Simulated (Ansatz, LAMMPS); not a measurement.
# Glassy 69SiO2-19Al2O3-6SrO-6Li2O (mol %) (106 atoms) under strain, part 2 of 4

How stiff is glassy 69SiO2-19Al2O3-6SrO-6Li2O (mol %) (106 atoms), and how do its levels respond to strain?

Ansatz 0.2.0; Kohn-Sham DFT, PBE, PAW (set soft_2), plane waves.

The cell: 22 Si, 12 Al, 2 Sr, 4 Li and 66 O. The quench rate of 50 K/ps far exceeds what a furnace or splat quench reaches. The network of bonds at the start is that of the classical potential that made the cell. Only the Γ point is sampled.

So far. Step 2 (Single point at the start): The r.m.s. force at the start is 1.3 eV/Å. Step 3 (Cell and atoms relaxed): The relaxation converged after 16 steps, with a largest force component of 0.045 eV/Å.

### 4. Single point at the relaxed geometry

One more single point at the end of the walk gives the fuller output and checks the residual forces.

input.yaml reads:

```yaml
crystal:
  lattice:
    - [11.21455, -0.07021, 0.24696]
    - [-0.07021, 11.10796, -0.11768]
    - [0.24696, -0.11768, 11.03931]
  atoms:
    - { symbol: Si, position: [0.76504, 0.44585, 0.02035] }
    - { symbol: Si, position: [0.03303, 0.9564, 0.62292] }
    - { symbol: Si, position: [0.13383, 0.06491, 0.2776] }
    - { symbol: Si, position: [0.69004, 0.29297, 0.58452] }
    - { symbol: Si, position: [0.99957, 0.66627, 0.30042] }
    - { symbol: Si, position: [0.47063, 0.21772, 0.0699] }
    [... 94 atom lines left out ...]
    - { symbol: O, position: [0.26528, 0.50409, 0.03636] }
    - { symbol: O, position: [0.26741, 0.66863, 0.86333] }
    - { symbol: O, position: [0.65186, 0.90327, 0.05897] }
    - { symbol: O, position: [0.04017, 0.79261, 0.23904] }
    - { symbol: O, position: [0.45298, 0.51042, 0.23475] }
    - { symbol: O, position: [0.01709, 0.10118, 0.6631] }
kpoints:
  mp_grid: { grid: [1, 1, 1] }
hamiltonian:
  xc: pbe
scf:
  occupations: { method: gaussian, width: 0.025 }
output:
  forces: true
  stress: true
  populations: intrinsic
  dos:
    method: { smearing: { sigma: 0.08 } }
    de: 0.1
    projected: { site_lists: { Al: [Al], Li: [Li], O: [O], Si: [Si], Sr: [Sr] } }
  eigenvalues: true
  write_density: true
  write_potential: true
  volumetric_format: npy
```

Launch:

```
$ ansatz run input.yaml --threads 4 --pin off --max-ram 8192MiB --backend cpu --events-out ev --progress --plain --runs-dir out
```

Numbers of over 12 decimals in the logs are rounded to 6 here.

The log of the run:

```text
[...]
Crystal: 106 atoms, lattice volume = 1374.292 Å³
Basis set: ecut = 420 eV, 26887 PW (Γ), exchange–correlation on 150×150×150 points (8 copies of the dense FFT grid, shifted against one another)
Bands: 382, of which v1, the nominal top of the filled ones, is band 276 counted from 1 (275 counted from 0)
Symmetry: 1 space group operations
[...]
k-points: 1
[...]
SCF iter   1: F=—  HF=-65924.142306 eV  |F-HF|=—  |Δ(HF+E_count)|=         —  Δρ=1.90e-3  dr2=5.92e-2  ethr=1.77e-3  ⟨swp⟩=7.0  Hψ=1875  notcnv=0  defer=47
[...]
SCF iter   9: F=-65924.167033 eV  HF=-65924.167033 eV  |F-HF|=1.44e-8  |Δ(HF+E_count)|=   1.63e-8  Δρ=1.33e-6  dr2=2.53e-8  ethr=1.81e-11  ⟨swp⟩=19.0  Hψ=3595  notcnv=0
SCF 1 converged in 9 iterations: F = -65924.167033 eV  dr2 = 2.53e-8
[...]
SCF converged after 9 iterations
Free energy (F): -65924.167033 eV
[...]
Internal energy: -65924.167033 eV  (E = F + TS)
E sigma→0 (E₀):  -65924.167033 eV
Fermi energy:    5.406195 eV
[...]
--- Forces (eV/Å), atoms counted from 1 ---
  atom   1  Si     0.01730298     0.00132926     0.01026233
  atom   2  Si     0.01599931     0.00231747    -0.02180611
  atom   3  Si     0.01217836     0.01905119     0.01291375
  atom   4  Si    -0.00738563     0.00395185    -0.01029888
  atom   5  Si     0.01752356     0.01746944     0.00706110
  atom   6  Si    -0.00956648    -0.00236935     0.00512287
  atom   7  Si    -0.00265977     0.00201251     0.01429292
  atom   8  Si    -0.01017019    -0.01413127    -0.00776263
  atom   9  Si    -0.01172836    -0.00955080    -0.00495265
  atom  10  Si     0.03437609    -0.00337930     0.00180113
  atom  11  Si     0.02106536     0.00063462    -0.03035591
  atom  12  Si    -0.00510398     0.00374410    -0.00310047
  atom  13  Si     0.04319455    -0.01977599    -0.00639214
  atom  14  Si    -0.02534643    -0.00542082    -0.02485328
[...]
atom 105  O      0.00816663     0.00007656     0.00402137
  atom 106  O     -0.00072069     0.00824722     0.01334793
  max |Σ_I F_I| component: 4.77e-5 eV/Å
--- Stress (GPa, compression-positive) ---
        0.007456       0.002582       0.011959
        0.002582       0.001375      -0.010406
        0.011968      -0.010407      -0.013436
  P = ⅓ Tr σ = -0.0015 GPa (-0.015 kbar)
--- Band table (eV) ---
[...]
--- intrinsic populations: 106 sites ---
  site symbol       q [e]
     0     Si      2.2563
     1     Si      2.3425
     2     Si      2.3359
[...]
105      O      6.9026
  spilling = -0.000000 (of n_electrons = 552.000000)
```

Elapsed: 26 s, on 4 threads of Arm Neoverse V1, shared host; peak memory 1.8 GiB; 98 s of CPU time.

The run gave:

```
free energy                                      : -65924.1670 eV
free energy per atom                             : -621.9261 eV/atom
SCF cycles                                       : 9
pressure                                         : -0.001535 GPa
r.m.s. force component                           : 0.0111 eV/Å
longest force                                    : 0.04793 eV/Å
Fermi energy                                     : 5.406 eV
gap (highest filled to lowest empty level) : 4.293 eV
```

Intrinsic-atomic-orbital charges by element:

| element | coordination | atoms | mean charge (e) | spread | least | most |
| --- | --- | --- | --- | --- | --- | --- |
| Al | all | 12 | 1.33 | 0.0234 | 1.29 | 1.37 |
| Li | all | 4 | 0.826 | 0.0173 | 0.798 | 0.845 |
| O | all | 66 | -0.920 | 0.0504 | -1.11 | -0.827 |
| Si | all | 22 | 1.71 | 0.024 | 1.66 | 1.75 |
| Sr | all | 2 | 1.85 | 0.0064 | 1.85 | 1.86 |

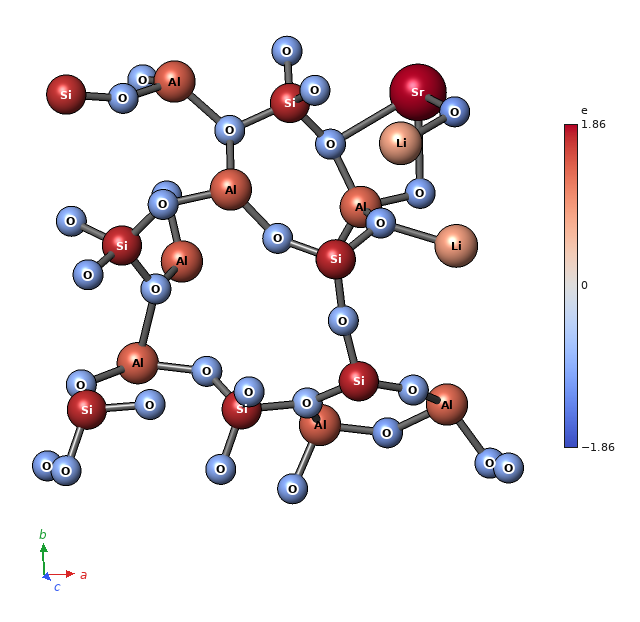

Atoms coloured by intrinsic-atomic-orbital charge. Drawn is a slice 4 Å thick, seen along the normal of the ab plane. Bonds to atoms that aren't drawn are left out.

Density of states as counts of states in windows of 1 eV (from the Fermi level), total and the larger projections:

| from (eV) | to (eV) | total | O p | Si p |
| --- | --- | --- | --- | --- |
| -14 | -12 | 0.0 | 0.0 | 0.0 |
| -12 | -11 | 3.2 | 2.1 | 0.1 |
| -11 | -10 | 11.3 | 7.5 | 0.5 |
| -10 | -9 | 15.5 | 10.7 | 1.1 |
| -9 | -8 | 24.7 | 18.2 | 2.9 |
| -8 | -7 | 35.6 | 27.3 | 4.5 |
| -7 | -6 | 47.6 | 37.7 | 4.8 |
| -6 | -5 | 55.2 | 47.4 | 2.8 |
| -5 | -4 | 72.0 | 65.8 | 1.9 |
| -4 | -3 | 85.7 | 81.1 | 1.3 |
| -3 | -2 | 45.1 | 43.4 | 0.4 |
| -2 | 2 | 0.0 | 0.0 | 0.0 |
| 2 | 3 | 2.0 | 0.0 | 0.0 |
| 3 | 4 | 7.6 | 0.7 | 0.7 |
| 4 | 5 | 24.3 | 2.0 | 3.2 |

The curve was stored every 0.100 eV, coarse against its broadening of 0.08 eV, so these counts are rough.

Between -26 and -14 eV lie 144 more states.

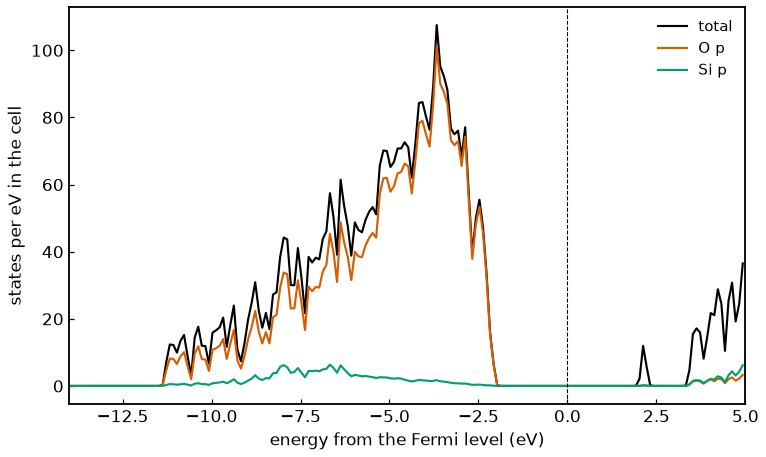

Total and projected density of states, with the broadening of the input.

The levels nearest the highest filled one (over half full), pooled over k-points and spins:

| level less the highest filled one (eV) | occupation |
| --- | --- |
| -0.295 | 2 |
| -0.248 | 2 |
| -0.195 | 2 |
| -0.168 | 2 |
| -0.134 | 2 |
| 0 | 2 |
| 4.29 | 0 |
| 5.66 | 0 |
| 5.78 | 0 |
| 5.90 | 0 |
| 6.10 | 0 |
| 6.18 | 0 |

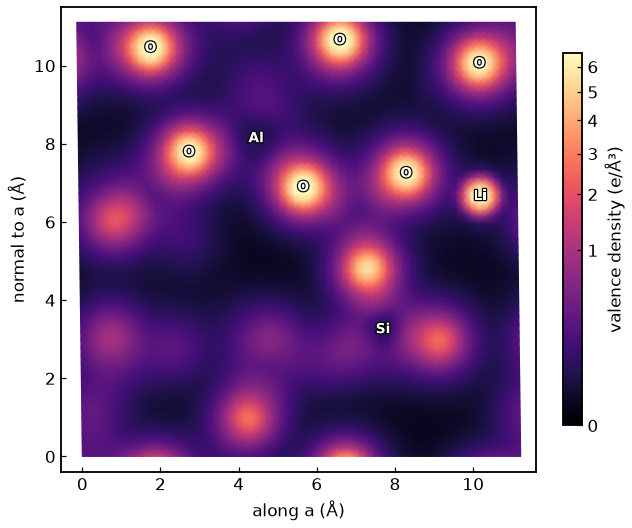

Valence density in the ab plane at fractional z = 0.573, with atoms of Si and Al and Li and O within 0.2 Å of it. It is the smooth field of the valence electrons, not physical close to the nuclei. The colour scale is stretched toward low values.

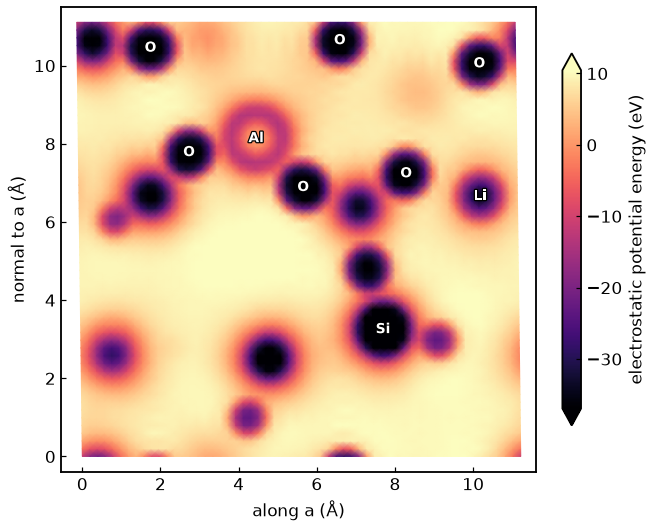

Electrostatic potential energy in the ab plane at fractional z = 0.573, with atoms of Si and Al and Li and O within 0.2 Å of it. With pseudopotentials it is smooth inside the atoms' cores, unlike the true potential.

Between filled and empty levels lie 4.29 eV (at Γ alone); a semilocal functional tends to put such gaps too low. In a disordered cell it changes from sample to sample, and tail or defect levels can set it. Mean intrinsic-atomic-orbital charges: Al +1.33, Li +0.83, O -0.92, Si +1.71, Sr +1.85 e.

### 5. Volume -3 %

The relaxed cell is scaled evenly and the atoms are relaxed again; the stress at the end gives one point of P(V).

input.yaml, the sections that differ from step 4:

```yaml
crystal:
  lattice:
    - [11.10126, -0.0695, 0.24447]
    - [-0.0695, 10.99575, -0.11649]
    - [0.24447, -0.11649, 10.92779]
  atoms:
    [... the 106 atom lines of step 4 ...]
output:
  forces: true
  eigenvalues: true
  stress: true
relax:
  f_tol: 0.05
  max_steps: 70
# kpoints, hamiltonian, scf: as in step 4
```

The log of the run:

```text
Warning: output.stress: scf.convergence.dr2_threshold = 1e-7 eV (the SCF's general default) is looser than the 1.06e-8 eV advised for a printed stress (1e-10 eV for each atom of the cell: 106). What an SCF threshold leaves in a stress goes as its square root, and in the free energy as the threshold itself, and one threshold admits the most on a small cell: [...]
[...]
Crystal: 106 atoms, lattice volume = 1333.062 Å³
Basis set: ecut = 420 eV, 26091 PW (Γ), exchange–correlation on 150×150×150 points (8 copies of the dense FFT grid, shifted against one another)
Bands: 382, of which v1, the nominal top of the filled ones, is band 276 counted from 1 (275 counted from 0)
Symmetry: 1 space group operations
[...]
k-points: 1
[...]
SCF iter   1: F=—  HF=-65923.494665 eV  |F-HF|=—  |Δ(HF+E_count)|=         —  Δρ=1.95e-3  dr2=5.97e-2  ethr=1.77e-3  ⟨swp⟩=7.0  Hψ=1877  notcnv=0  defer=43
[...]
SCF iter   5: F=-65923.517834 eV  HF=-65923.517837 eV  |F-HF|=3.62e-6  |Δ(HF+E_count)|=   2.57e-5  Δρ=7.02e-5  dr2=6.07e-5  ethr=5.23e-8  ⟨swp⟩=2.0  Hψ=487  notcnv=0  defer=102
SCF iter   6: F=-65923.517846 eV  HF=-65923.517854 eV  |F-HF|=8.03e-6  |Δ(HF+E_count)|=   1.71e-5  Δρ=3.76e-5  dr2=1.54e-5  ethr=1.10e-8  ⟨swp⟩=15.0  Hψ=2430  notcnv=0
SCF 1 converged in 6 iterations: F = -65923.517846 eV  dr2 = 1.54e-5
[...]
relax step   1: F+E_penalty+E_count = -65923.51784634 eV  Δ(F+E_penalty+E_count) = +0.000e0 eV  max|allowed force component| = 4.841e-1 eV/Å  Δτ_max = 0.0000 Å  (6 SCF iters, dr2 threshold 6.25e-5 eV, accepted)
[...]
relax step   2: F+E_penalty+E_count = -65923.73480404 eV  Δ(F+E_penalty+E_count) = -2.170e-1 eV  max|allowed force component| = 3.365e-1 eV/Å  Δτ_max = 0.0817 Å  (6 SCF iters, dr2 threshold 1.46e-5 eV, accepted)
[...]
relax step   3: F+E_penalty+E_count = -65923.88246986 eV  Δ(F+E_penalty+E_count) = -1.477e-1 eV  max|allowed force component| = 2.081e-1 eV/Å  Δτ_max = 0.0594 Å  (7 SCF iters, dr2 threshold 7.08e-6 eV, accepted)
relax step   4: F+E_penalty+E_count = -65923.90228491 eV  Δ(F+E_penalty+E_count) = -1.982e-2 eV  max|allowed force component| = 2.104e-1 eV/Å  Δτ_max = 0.0758 Å  (5 SCF iters, dr2 threshold 1.65e-5 eV, accepted)
relax step   5: F+E_penalty+E_count = -65923.90320480 eV  Δ(F+E_penalty+E_count) = -9.199e-4 eV  max|allowed force component| = 2.579e-1 eV/Å  Δτ_max = 0.0825 Å  (6 SCF iters, dr2 threshold 1.69e-5 eV, accepted)
relax step   6: F+E_penalty+E_count = -65923.92273947 eV  Δ(F+E_penalty+E_count) = -1.953e-2 eV  max|allowed force component| = 5.183e-2 eV/Å  Δτ_max = 0.0373 Å  (5 SCF iters, dr2 threshold 6.65e-5 eV, accepted)
[...]
relax step   7: F+E_penalty+E_count = -65923.92504603 eV  Δ(F+E_penalty+E_count) = -2.307e-3 eV  max|allowed force component| = 3.752e-2 eV/Å  Δτ_max = 0.0127 Å  (7 SCF iters, accepted)
SCF converged after 7 iterations
Free energy (F): -65923.925046 eV
[...]
Internal energy: -65923.925046 eV  (E = F + TS)
E sigma→0 (E₀):  -65923.925046 eV
Fermi energy:    5.745269 eV
[...]
Σ components = -65923.925046   (vs F -65923.925046, Δ=0.00e0)
--- Forces (eV/Å), atoms counted from 1 ---
  atom   1  Si     0.02633344     0.00219295    -0.00032125
  atom   2  Si     0.00034060    -0.02661836     0.00150705
  atom   3  Si    -0.00123853     0.00844413    -0.00949821
  atom   4  Si    -0.00724502     0.00367214    -0.01385204
[...]
atom 106  O     -0.01111764     0.01988375     0.00429303
  max |Σ_I F_I| component: 1.80e-4 eV/Å
--- Stress (GPa, compression-positive) ---
        2.057976      -0.129536      -0.214511
       -0.129538       2.025594       0.081123
       -0.214503       0.081123       1.758865
  P = ⅓ Tr σ = 1.9475 GPa (19.475 kbar)
--- Band table (eV) ---
[...]
--- Relaxed structure (7 steps of the walk, 7 accepted, 0 SCFs on fresh bases) ---
  F+E_penalty+E_count = -65923.92504603 eV   max|allowed force component| = 3.752e-2 eV/Å
  atoms:
    - { symbol: Si, position: [0.764339, 0.444839, 0.019760] }
    - { symbol: Si, position: [0.030119, 0.954084, 0.619823] }
    - { symbol: Si, position: [0.135030, 0.065039, 0.273937] }
    - { symbol: Si, position: [0.692253, 0.291931, 0.584989] }
[...]
- { symbol: O, position: [0.012658, 0.098948, 0.663292] }
```

The job ended after 1.9 min (4 threads; peak memory 1.7 GiB).

The program notes that the SCF threshold is loose for the stress.

The relaxation converged after 7 steps, 0.407 eV below its start, with a largest force component of 0.038 eV/Å.

Volume -3 %: the energy stands 0.242 eV above that of the reference, at a pressure of 1.95 GPa.

### 6. Volume +3 %

The relaxed cell is scaled to another volume.

Input and log are left out; they have the form of those shown for this kind of step.

Run time: 3.3 min. Hardware: 4 threads of Arm Neoverse V1, shared host; peak memory 1.8 GiB; 13 min of CPU time.

The relaxation converged after 12 steps, 0.397 eV below its start, with a largest force component of 0.043 eV/Å.

Volume +3 %: the energy stands 0.198 eV above that of the reference, at a pressure of -1.48 GPa.

### 7. Volume -6 %

The relaxed cell is scaled to another volume.

input.yaml, the sections that differ from step 5:

```yaml
crystal:
  lattice:
    - [10.98562, -0.06878, 0.24192]
    - [-0.06878, 10.8812, -0.11528]
    - [0.24192, -0.11528, 10.81395]
  atoms:
    [... the 106 atom lines of step 4 ...]
# kpoints, hamiltonian, scf, output, relax: as in step 5
```

The log of the run:

```text
[...]
Crystal: 106 atoms, lattice volume = 1291.834 Å³
Basis set: ecut = 420 eV, 25229 PW (Γ), exchange–correlation on 150×150×150 points (8 copies of the dense FFT grid, shifted against one another)
Bands: 382, of which v1, the nominal top of the filled ones, is band 276 counted from 1 (275 counted from 0)
Symmetry: 1 space group operations
[...]
k-points: 1
[...]
SCF iter   1: F=—  HF=-65921.394641 eV  |F-HF|=—  |Δ(HF+E_count)|=         —  Δρ=2.04e-3  dr2=6.16e-2  ethr=1.77e-3  ⟨swp⟩=7.0  Hψ=1878  notcnv=0  defer=36
[...]
SCF iter   5: F=-65921.416481 eV  HF=-65921.416486 eV  |F-HF|=4.95e-6  |Δ(HF+E_count)|=   2.50e-5  Δρ=7.17e-5  dr2=5.98e-5  ethr=5.07e-8  ⟨swp⟩=2.0  Hψ=487  notcnv=0  defer=102
SCF iter   6: F=-65921.416495 eV  HF=-65921.416502 eV  |F-HF|=6.64e-6  |Δ(HF+E_count)|=   1.55e-5  Δρ=3.58e-5  dr2=1.35e-5  ethr=1.08e-8  ⟨swp⟩=14.0  Hψ=2418  notcnv=0
SCF 1 converged in 6 iterations: F = -65921.416495 eV  dr2 = 1.35e-5
[...]
relax step   1: F+E_penalty+E_count = -65921.41649507 eV  Δ(F+E_penalty+E_count) = +0.000e0 eV  max|allowed force component| = 9.955e-1 eV/Å  Δτ_max = 0.0000 Å  (6 SCF iters, dr2 threshold 6.25e-5 eV, accepted)
[...]
relax step   2: F+E_penalty+E_count = -65922.32061729 eV  Δ(F+E_penalty+E_count) = -9.041e-1 eV  max|allowed force component| = 6.908e-1 eV/Å  Δτ_max = 0.1419 Å  (6 SCF iters, dr2 threshold 6.19e-5 eV, accepted)
[...]
relax step   3: F+E_penalty+E_count = -65922.96906323 eV  Δ(F+E_penalty+E_count) = -6.484e-1 eV  max|allowed force component| = 3.878e-1 eV/Å  Δτ_max = 0.1250 Å  (7 SCF iters, dr2 threshold 2.98e-5 eV, accepted)
relax step   4: F+E_penalty+E_count = -65923.04796357 eV  Δ(F+E_penalty+E_count) = -7.890e-2 eV  max|allowed force component| = 4.161e-1 eV/Å  Δτ_max = 0.1277 Å  (5 SCF iters, dr2 threshold 4.74e-5 eV, accepted)
relax step   5: F+E_penalty+E_count = -65923.10739274 eV  Δ(F+E_penalty+E_count) = -5.943e-2 eV  max|allowed force component| = 1.623e-1 eV/Å  Δτ_max = 0.0444 Å  (5 SCF iters, dr2 threshold 5.46e-5 eV, accepted)
relax step   6: F+E_penalty+E_count = -65923.13864388 eV  Δ(F+E_penalty+E_count) = -3.125e-2 eV  max|allowed force component| = 9.758e-2 eV/Å  Δτ_max = 0.0371 Å  (6 SCF iters, dr2 threshold 4.01e-6 eV, accepted)
relax step   7: F+E_penalty+E_count = -65923.15093031 eV  Δ(F+E_penalty+E_count) = -1.229e-2 eV  max|allowed force component| = 1.193e-1 eV/Å  Δτ_max = 0.0806 Å  (9 SCF iters, accepted)
relax step   8: F+E_penalty+E_count = -65923.15951535 eV  Δ(F+E_penalty+E_count) = -8.585e-3 eV  max|allowed force component| = 6.465e-2 eV/Å  Δτ_max = 0.0226 Å  (5 SCF iters, dr2 threshold 5.14e-6 eV, accepted)
[...]
relax step   9: F+E_penalty+E_count = -65923.16199461 eV  Δ(F+E_penalty+E_count) = -2.479e-3 eV  max|allowed force component| = 4.442e-2 eV/Å  Δτ_max = 0.0203 Å  (7 SCF iters, accepted)
SCF converged after 7 iterations
Free energy (F): -65923.161995 eV
[...]
Internal energy: -65923.161995 eV  (E = F + TS)
E sigma→0 (E₀):  -65923.161995 eV
Fermi energy:    6.095224 eV
[...]
Σ components = -65923.161995   (vs F -65923.161995, Δ=0.00e0)
--- Forces (eV/Å), atoms counted from 1 ---
  atom   1  Si    -0.00855130    -0.00859832     0.00856708
  atom   2  Si     0.02639862    -0.01018127    -0.00514684
  atom   3  Si     0.01577882     0.00180812    -0.01665077
  atom   4  Si     0.00911768    -0.00223098    -0.01669133
[...]
atom 106  O     -0.00802882     0.01220279     0.00075641
  max |Σ_I F_I| component: 2.80e-4 eV/Å
--- Stress (GPa, compression-positive) ---
        4.281221      -0.137951      -0.473455
       -0.137955       4.210465       0.208921
       -0.473451       0.208921       3.533630
  P = ⅓ Tr σ = 4.0084 GPa (40.084 kbar)
--- Band table (eV) ---
[...]
--- Relaxed structure (9 steps of the walk, 9 accepted, 0 SCFs on fresh bases) ---
  F+E_penalty+E_count = -65923.16199461 eV   max|allowed force component| = 4.442e-2 eV/Å
  atoms:
    - { symbol: Si, position: [0.763786, 0.444366, 0.017827] }
    - { symbol: Si, position: [0.026477, 0.953083, 0.615947] }
    - { symbol: Si, position: [0.136471, 0.065268, 0.269459] }
    - { symbol: Si, position: [0.694490, 0.290298, 0.586162] }
[...]
- { symbol: O, position: [0.0067625, 0.097840, 0.663768] }
```

Wall time 2.4 min (4 threads); peak memory 1.7 GiB.

The relaxation converged after 9 steps, 1.75 eV below its start, with a largest force component of 0.044 eV/Å.

Volume -6 %: the energy stands 1.01 eV above that of the reference, at a pressure of 4.01 GPa.

(Continued in part 3 of 4.)

[Logs are printed without paths, hosts, clocks, repeated set-up lines and the standing remarks that a program may print on its own settings, such as how far it seeks lower states.]

[Hosts, paths, dates, database ids (printed as entryN), source tags and the programs' standing remarks are cut or masked in the printed files.]
